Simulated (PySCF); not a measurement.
C₃H₃NO, SMILES `O=C1C=CN1`.

Method: PBE0/def2-SVPD; geometry: GFN2-xTB; program: PySCF. No frequency check shows the geometry to be a minimum.

Cartesian coordinates (Å):

```
O1      -1.7625   -0.0620    0.0574
C2      -0.5799   -0.0662   -0.0476
C3       0.5623   -1.0409   -0.0150
C4       1.3787    0.0203    0.0630
N5       0.3656    1.0052   -0.1377
H6       0.6585   -2.1025   -0.0629
H7       2.4273    0.2105    0.1888
H8       0.2885    1.8719    0.3767
```

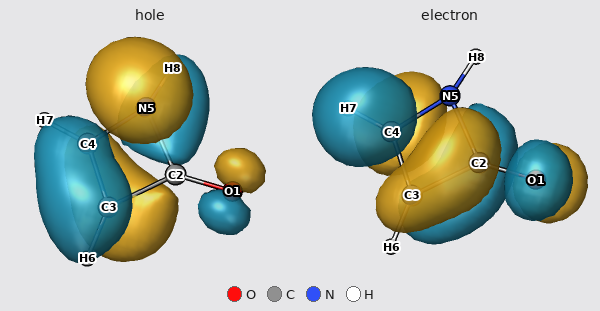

Leading natural transition orbital pair of S₁ (full linear response singlet states); the surfaces enclose about 85 % of each orbital's density.

> Where does the state lie, and where do hole and electron sit?

3.73 eV (332 nm), f = 0.009; the leading pair carries 100 %; hole on N5 (42 %), C3 (27 %) and C4 (12 %), electron on C4 (29 %), C2 (25 %) and O1 (21 %); their centroids lie 0.4 Å apart. In canonical orbitals it is mainly HOMO → LUMO (97 %). The HOMO–LUMO gap is 5.23 eV.

Cost of the run: 8.3 min on 1 thread of Arm Neoverse V2 (shared host), peak memory 0.76 GiB.
